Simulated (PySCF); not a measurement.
**C4H7NSi (SMILES CC#C/C=N\[SiH3]): density, localisation and related maps**

```xyz
13

C     2.7846   -0.3349    0.1964
C     1.5054    0.2647   -0.0928
C     0.4463    0.7819   -0.3448
C    -0.8194    1.3503   -0.6201
N    -1.9437    0.8289   -0.4035
Si   -2.4819   -0.6622    0.2507
H     2.7062   -1.4209    0.1563
H     3.1091   -0.0423    1.1950
H     3.5281   -0.0006   -0.5269
H    -0.7877    2.3487   -1.0672
H    -3.2532   -1.2411   -0.8483
H    -3.3230   -0.2454    1.3717
H    -1.4751   -1.6264    0.7160
```

Geometry: GFN2-xTB.

Theory: PBE0/def2-SVPD, SCF density, gas phase (PySCF).

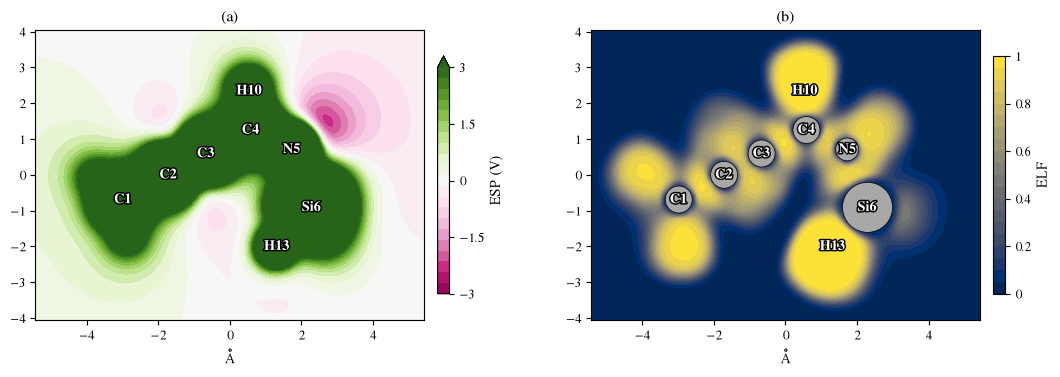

Figure 1. (a) electrostatic potential; (b) electron localisation function on the plane of atoms C4, N5 and Si6. Grey discs cover the atomic cores in the ELF map.

### What do the fields say about this system?

- The section cuts through C, N, Si and H sites.
- C–C (1.21 Å): the ELF peaks at about 0.85 between the atoms (a short, multiple covalent bond).
- C–N (1.26 Å): the ELF peaks at about 0.90 between the atoms (a short, multiple covalent bond).
- Si–N (1.71 Å): the ELF peaks at about 0.90 between the atoms, as expected for a shared but strongly polarised pair.
- C–H (1.09 Å): the ELF climbs to about 1 towards the hydrogen, as it does in any bond to H; a covalent bond by its length.
- Si–H (1.47 Å): the ELF climbs to about 1 towards the hydrogen.
- The ELF also peaks beside N5, away from the bonds: lone-pair regions.
- Outside the dense part of the molecule the potential is most negative (−2.2 V) near N5.

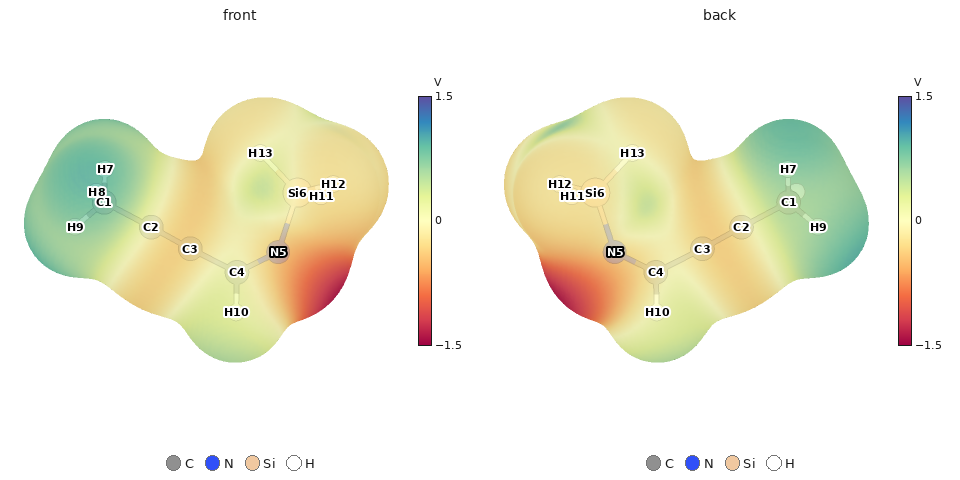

Figure 2. The electrostatic potential painted on the density surface at 0.001 e/bohr³, seen from the front and from behind; red is negative and blue positive.

### Which sites attract a positive test charge, and which a negative one?

A positive charge is drawn to the negative regions and a negative charge to the positive ones. The most negative region (about −1.3 V) lies over N5, the most positive (about +0.9 V) over H7, H8 and H9. N5 is the likeliest acceptor of a hydrogen bond.

### How polar is the molecule by this calculation?

Its dipole moment is 3.14 D.
